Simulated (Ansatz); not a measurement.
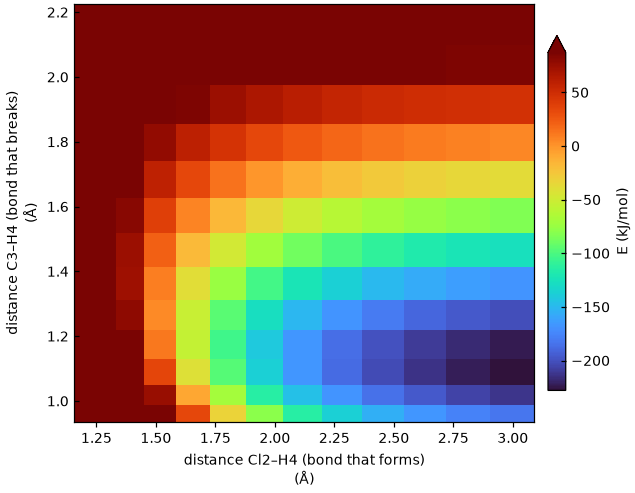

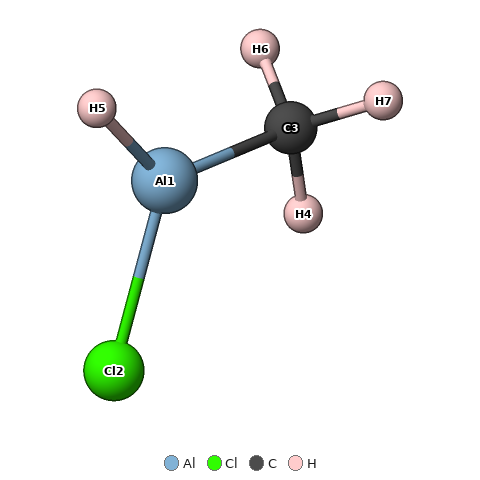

Energy landscape of the reacting system CH4AlCl. First axis: distance Cl2–H4 (bond that forms). Second axis: distance C3–H4 (bond that breaks). Relaxed at each point: all other coordinates. The grid has 13 × 13 points. Points are written as (first, second). All energies are given in kJ/mol relative to a guessed transition structure relaxed with its forming and breaking bonds held. Energies and slopes of some neighbouring points disagree (a jump in structure or state, or too coarse a mesh). The reference is spin-restricted, so regions where a bond is pulled apart into radicals lie too high. Computed with RKS SPW92 (LDA)/def2-SVP (Ansatz).

Drawn: one coloured cell a grid point, one colour for all values above the top of the scale. The second picture is the structure at the lowest point.

Q: Where are the lowest and the highest points?

A: The lowest grid point is at (2.997 Å, 1.091 Å), −228 kJ/mol from a guessed transition structure relaxed with its forming and breaking bonds held. It lies at the edge of the scanned range, so the true minimum may lie outside. The highest grid point, (1.197 Å, 0.963 Å), lies 768 kJ/mol above the lowest.

Each point was launched as `ansatz run input.yaml --threads 1 --pin off --max-ram 2560MiB --backend cpu --events-out ev --progress --plain --runs-dir out`. The whole map (169 points run) took 11 min on 1 thread of Arm Neoverse V2 (shared host).
